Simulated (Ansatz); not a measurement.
# H4OSSn: up Jacob's ladder to CCSD(T)

Aim: compute H4OSSn with functionals from several rungs and with coupled cluster, and see how far each lands from CCSD(T) at the basis-set limit for the atomisation energy.

Method: functionals in def2-TZVPP, the program's frozen cores in correlated methods; program: Ansatz 0.2.0, Gaussian basis.

Levels to be run: LDA (SPW92), PBE-D4, revPBE-D4, BLYP-D4, r2SCAN-D4, B97M-V, PBE0-D4, B3LYP-D4, r2SCANh-D4, r2SCAN0-D4, HSE06-D4, BHLYP-D4, CAM-B3LYP-D4, LC-ωPBE, ωB97X-V, ωB97M-V, B2PLYP, PBE-QIDH; CCSD(T)/def2-SVP; CCSD(T)/def2-TZVPP; MP2/def2-QZVPP; extrapolation to the limit; RPA on PBE.

**1. The geometry**

All runs share one geometry, relaxed beforehand with PBE0-D4 in a triple-zeta def2 set. Sn takes the def2 core potential; no spin-orbit term is included.

7 atoms, charge 0, spin multiplicity 1.

Atoms are counted from 1 here; the program's logs count them from 0.

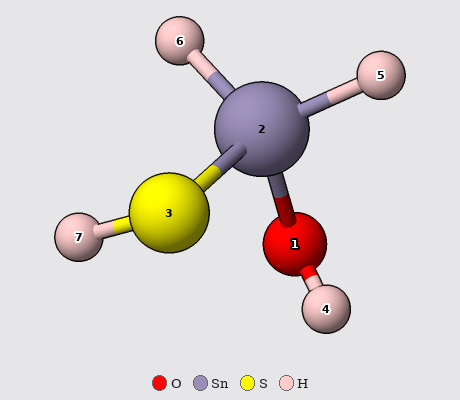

The structure; oxygen red, tin purple, sulfur yellow, hydrogen pink; atoms are numbered from 1 in the order of the file.

**2. LDA**

This LDA is Slater exchange with PW92 correlation.

File in.yaml:

```yaml
crystal:
  periodic: [false, false, false]
  atoms:
    - {symbol: O, position_ang: [-1.593503, -0.442812, -0.504030]}
    - {symbol: Sn, position_ang: [0.002911, 0.630957, -0.111154]}
    - {symbol: S, position_ang: [1.813557, -0.855307, 0.402763]}
    - {symbol: H, position_ang: [-1.410838, -1.173135, -1.100353]}
    - {symbol: H, position_ang: [0.488540, 1.494999, -1.497482]}
    - {symbol: H, position_ang: [-0.481098, 1.561423, 1.224069]}
    - {symbol: H, position_ang: [1.241531, -1.284124, 1.540386]}
basis:
  gaussian: {orbitals: def2-TZVPP}
hamiltonian: {xc: lda}
output: {orbitals: {seedname: orbitals}}
```

Run with:

```
$ ansatz run in.yaml --threads 2 --pin off --events-out ev --progress --plain --max-ram 4352MiB
```

Further steps of the session: PBE-D4 (GGA); revPBE-D4 (GGA); BLYP-D4 (GGA); r2SCAN-D4 (meta-GGA); B97M-V (meta-GGA); PBE0-D4 (hybrid); B3LYP-D4 (hybrid); r2SCANh-D4 (hybrid); r2SCAN0-D4 (hybrid); HSE06-D4 (hybrid); BHLYP-D4 (hybrid); CAM-B3LYP-D4 (range-separated); LC-ωPBE (range-separated); ωB97X-V (range-separated); ωB97M-V (range-separated); B2PLYP (double hybrid); PBE-QIDH (double hybrid); CCSD(T) in def2-SVP; CCSD(T) in def2-TZVPP; MP2 in def2-QZVPP; RPA on PBE orbitals.

Before running them: what should the planned runs give, taken together? Wanted: atomisation energy, CCSD(T)/CBS; farthest beyond LDA; mean size of error, GGA; mean size of error, meta-GGA; mean size of error, hybrid; mean size of error, range-separated; mean size of error, double hybrid; gap, smallest and largest; T1 diagnostic.

As calculated:

| quantity | value |
| --- | --- |
| atomisation energy, CCSD(T)/CBS | 474.2 kcal/mol |
| functionals within 4.7 kcal/mol (1.0 %) | PBE-D4, B97M-V, ωB97X-V |
| farthest beyond LDA | BHLYP-D4 (-26.5 kcal/mol) |
| mean size of error, GGA | 10.6 kcal/mol |
| mean size of error, meta-GGA | 4.6 kcal/mol |
| mean size of error, hybrid | 15.9 kcal/mol |
| mean size of error, range-separated | 7.5 kcal/mol |
| mean size of error, double hybrid | 16.4 kcal/mol |
| gap, smallest and largest | 4.63 eV (BLYP-D4), 11.82 eV (LC-ωPBE) |
| T1 diagnostic | 0.0133 |
| triples share of the correlation energy | 3.4 % |

**Reading.** LDA overbinds by 67.1 kcal/mol (14 %). PBE-D4 misses by -4.0 kcal/mol. Double hybrids carry the basis error of their MP2 part in triple zeta, and no dispersion term here, so their miss is partly the set-up's. Taken by rung, meta-GGA functionals do best (4.6 kcal/mol on average) and double hybrid ones worst beyond LDA (16.4 kcal/mol). Misses under about 4.7 kcal/mol are within the doubt on the reference itself, which lacks core-valence correlation, spin-orbit coupling and higher excitations, and its outer-core shells are covered unevenly. All levels share the lack of spin-orbit coupling, which lowers the free heavy atoms and so the true binding. Hartree-Fock recovers 66 % of the binding; the rest is correlation. CCSD(T) in def2-SVP is off by -50.2 kcal/mol, worse than the median functional, from the basis alone. Orbital gaps span 4.6 to 11.8 eV; exact exchange widens them. Correlated methods include outer-core shells of Sn, which these sets cover unevenly.
